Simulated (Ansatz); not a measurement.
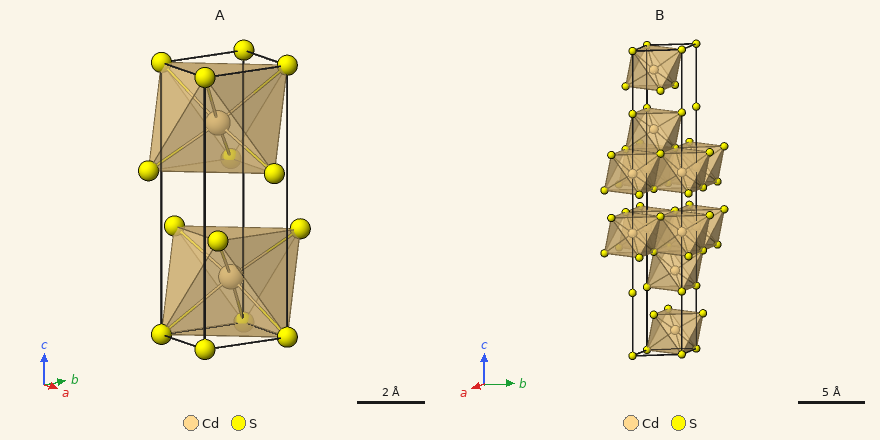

Two structures of Cd2S3, each relaxed to rest (conventional cells in solid outline, small ones repeated, not to one scale). Method: Ansatz 0.2.0, DFT PBE, scalar-relativistic, plane waves, PAW, without spin polarisation.

What are the two structures?

A: 5 atoms a cell on a primitive hexagonal lattice, P-3m1. B: 15 atoms a cell on a rhombohedral (trigonal R) lattice, R-3m.

Compare their energies: which is lower?

B is lower, by 27 meV/atom at this level of theory (energies at zero smearing). Volumes: A 21.3, B 20.7 Å³/atom.

One or both may be structure types tried for this composition rather than known phases.
